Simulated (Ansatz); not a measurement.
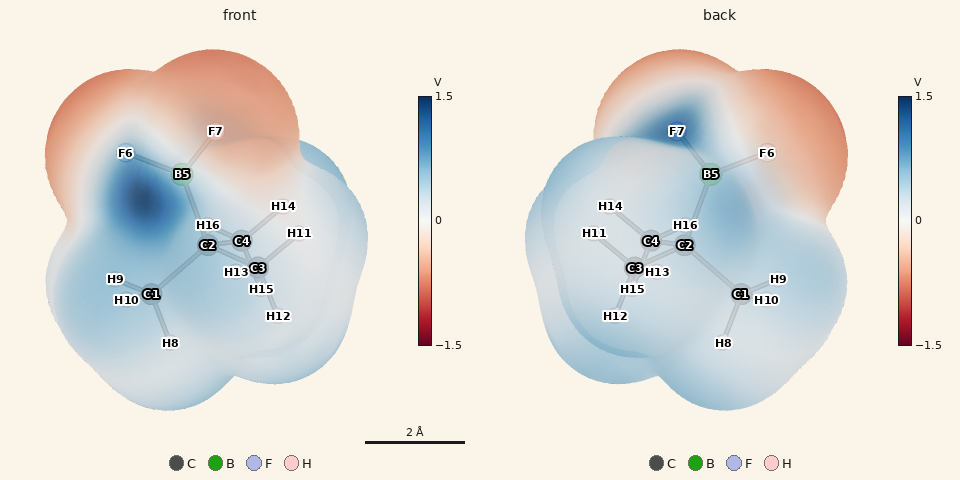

Figure 1: C4H9BF2 (SMILES CC(C)(C)B(F)F). The molecular electrostatic potential painted on the density surface at 0.001 e/bohr³, seen from the front and from behind; red is negative and blue positive.

Geometry: PBE0-D4/def2-TZVP.

Level of theory: RKS PBE0-D4/def2-TZVPP (Ansatz 0.2.0).

```xyz
16

C     0.2843    0.7746    1.2766
C     0.0318    0.0581   -0.0504
C     1.1311   -0.9687   -0.3151
C    -1.3288   -0.6598    0.0170
B    -0.0875    1.0892   -1.2295
F    -0.6502    2.2766   -1.0658
F     0.3150    0.8132   -2.4598
H     0.2927    0.0506    2.0978
H    -0.4897    1.5151    1.4887
H     1.2493    1.2887    1.2802
H     0.9701   -1.4984   -1.2565
H     1.1548   -1.7107    0.4893
H     2.1176   -0.4999   -0.3623
H    -1.5518   -1.1974   -0.9088
H    -1.3149   -1.3927    0.8303
H    -2.1467    0.0386    0.2127
```

### Describe the electrostatic potential map.

The most negative region (about −0.7 V) lies over F6 and F7, the most positive (about +1.4 V) over B5.
